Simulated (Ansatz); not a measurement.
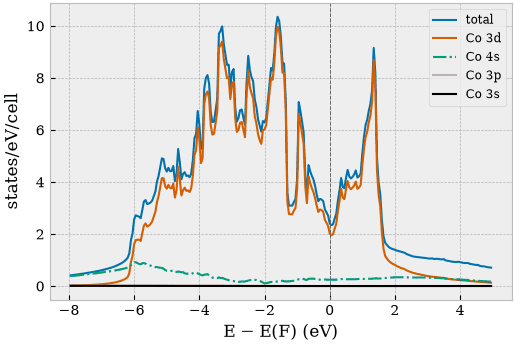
Fig. 1. Total and projected density of states of Co (dhcp (α-La type), space group No. 194), the program Ansatz at the r²SCAN level (PAW)

Problem. Which orbitals carry the states next to the Fermi level?

Solution. Within 0.5 eV of the Fermi level: Co 3d 87 %, Co 4s 8 %. Projections are on Löwdin-orthogonalised atomic valence shells; empty p or d shells of many metals are not among them.

Problem. Where is the tallest occupied peak in this window, and what makes it?

Solution. Near -1.6 eV, about 10 states/eV per cell; the largest projected share is Co 3d.

Space group P6_3/mmc (dhcp (α-La type)). The workflow started from a Materials Project entry (that database holds measured and hypothetical structures alike). Its sites differ from those of the usual phase in this space group: another stacking or structure type. Symmetry was held in the r²SCAN relaxation; its stability against distortions is not shown here. Magnetic state: ferromagnetic, chosen from 5 collinear starts compared on coarse meshes (ties went to the first, and starts can fall back to one state), not a proven ground state. Other orbital occupations within this spin state were not tried.

Potentials: the later of the program's two PAW sets.
